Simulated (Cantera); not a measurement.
A closed system holds: 1 mol Ti(OiPr)4, 0.11 mol H2O, at 720 Torr.

These are equilibrium values from Cantera (NASA tables, ideal gas, pure condensed phases), not measurements of a reactor. Candidate condensed phases: C, C6H6, C7H8, C8H18, H2O, Ti, TiC, TiO, TiO2, Ti2O3, Ti3O5, Ti4O7; 113 gas species. The feed counts by its element totals alone. TiC: taken at fixed stoichiometry. Condensed phases not in the tables: Magnéli phases beyond Ti4O7. Gases not in the tables: TiO(OH)2. Rates play no part.

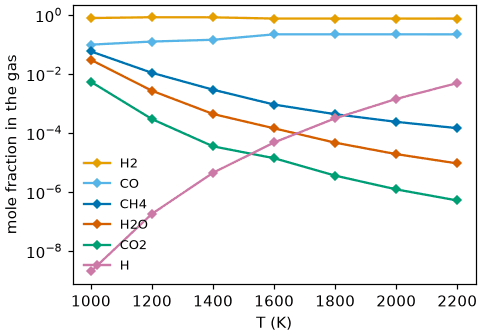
Equilibrium gas composition (values under 1e-9 drawn at 1e-9)

Question: Read off the mole fractions at 1600 K.

Answer: H2 about 0.77, CO about 0.23, CH4 about 0.00094, H2O about 0.00015, H about 4.9e-5, CO2 about 1.4e-5.
